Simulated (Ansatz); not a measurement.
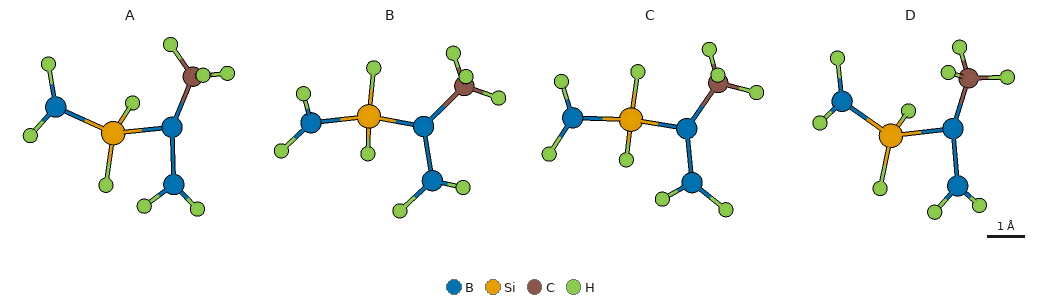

4 geometries from one relaxation of CH9B3Si, in shuffled order. Style: ball-and-stick. Shown at a tilt.

The run prepares an end point of a later path (hydrogen shift) calculation, from a guessed geometry.

The calculation used Ansatz 0.2.0, UKS PBE-D4/6-31G. (collinear spin; force threshold 0.02 eV/Å; at most 50 steps)

Q: Put them in the order of the run, from the start to the converged end.

A: B, C, A, D. They are steps 0, 7, 14, 47, at +1.616 eV, +0.230 eV, +0.048 eV relative to the last. The energy falls by 1.616 eV in 43 accepted moves (47 points after the start). The largest force component goes from 3.3 to 0.0086 eV/Å. The line search rejected the trial steps at points 16, 34, 39, 46 of the run. The forces were under the threshold at step 24, but the run went on from there. The atom that moves furthest after the best rigid fit is an H atom (2.42 Å). Largest moves by element: H 2.42 Å, B 0.80 Å, C 0.71 Å, Si 0.54 Å. Some distances before and after: B–Si 3.185 → 2.600 Å, B–Si 1.917 → 2.168 Å, B–B 1.729 → 1.593 Å, B–H 1.112 → 1.210 Å. Bond angles that change, for instance: B–B–C 116.2° → 153.0°, Si–B–B 121.7° → 86.0°, B–Si–B 108.7° → 98.8°. Groups turn about B–B by about 90°, B–Si by about 65°, B–Si by about 35°.
